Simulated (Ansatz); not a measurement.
**H$_{3}$InO$_{3}$···H$_{2}$: density, localisation and related maps**

```xyz
9

In   -0.0790   -0.3652   -0.0696
O     0.0034   -0.2953    1.9144
H    -0.7604   -0.4918    2.4326
O     1.5878   -0.3746   -1.1059
H     2.3996   -0.5368   -0.6479
O    -1.7995   -0.4480   -1.0245
H    -2.6069   -0.3960   -0.5408
H     0.1551    2.4053    0.9820
H     0.1436    1.8721    1.4571
```

Core potentials replace the inner electrons of In; not at a stationary point (largest force 1.6 eV/Å).

Level of theory: RHF/def2-SVP in Ansatz.

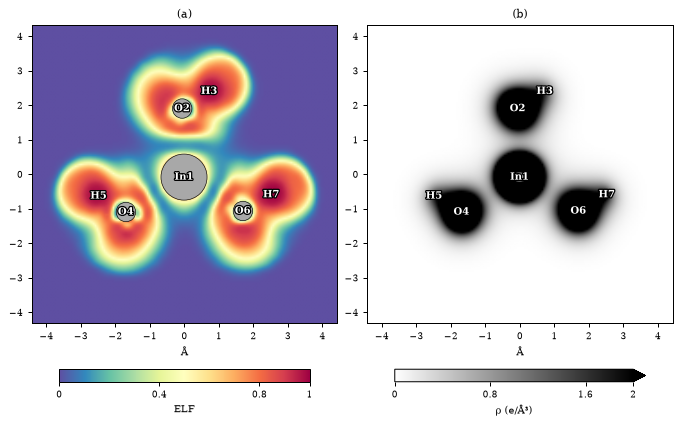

Figure 1. (a) electron localisation function; (b) electron density on the plane of atoms O2, In1 and O4. Grey discs cover the atomic cores in the ELF map.

**What do the fields say about this system?**

Atoms in the plane: In, O and H. In–O (1.96 Å): ρ at the midpoint is about 0.75 e/Å³; the ELF peaks at about 0.85 in the valence shell of O, 0.6 Å from its nucleus, and drops to about 0.10 between the two atoms. O–H (0.94 Å): ρ is about 3.8 e/Å³ halfway; the ELF climbs to about 1 towards the hydrogen, as it does in any bond to H: a covalent bond by its length. The ELF also peaks beside O4, O6 and O2, away from the bonds: lone-pair regions.

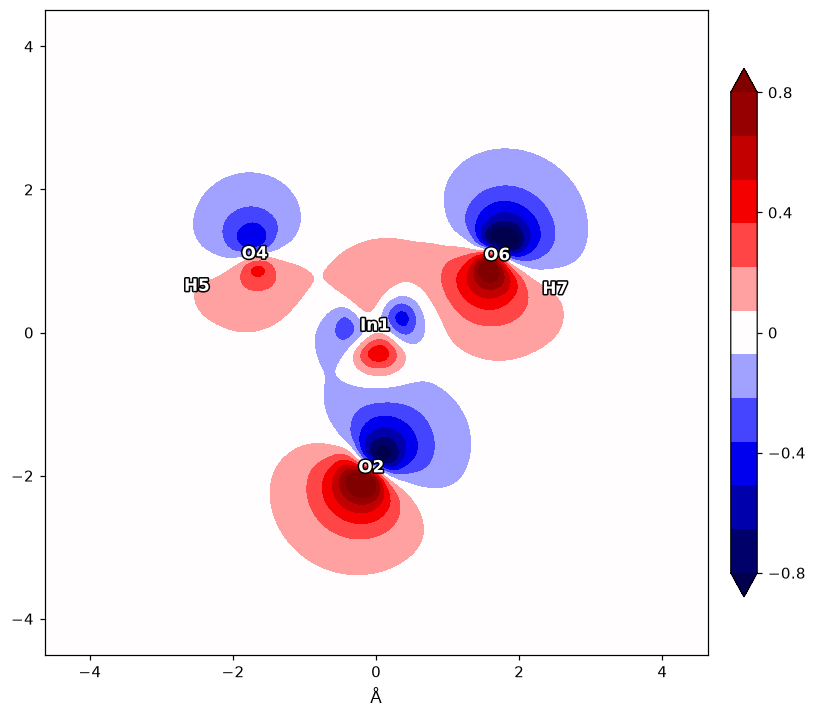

Figure 2. The HOMO on the plane of atoms In1, O6 and H7 (values in Å⁻³ᐟ²; the overall sign is arbitrary).

**Describe this orbital and give its energy.**

It lies mainly on O2 (about 40 %), O6 (about 35 %), In1 (about 10 %) and O4 (about 5 %); largely a combination of lone pairs on O2, O6 and O4. Its energy is −12.50 eV.

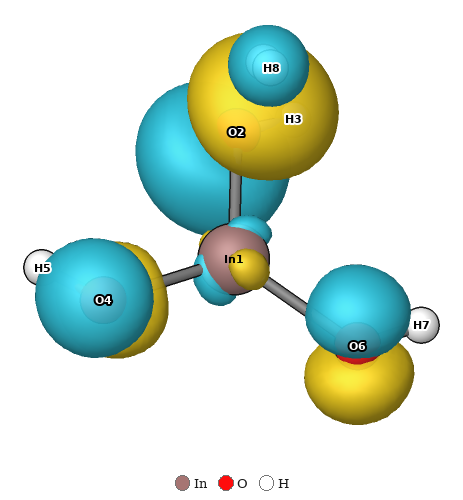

Figure 3. The HOMO−1 at ±0.1 Å⁻³ᐟ² (yellow and cyan are the two phases), seen at an oblique angle.

**Where does this orbital lie, and at what energy?**

By Hirshfeld shares it lies mainly on O2 (about 60 %), O4 (about 15 %), O6 (about 10 %) and In1 (about 5 %). Its energy is −12.79 eV.
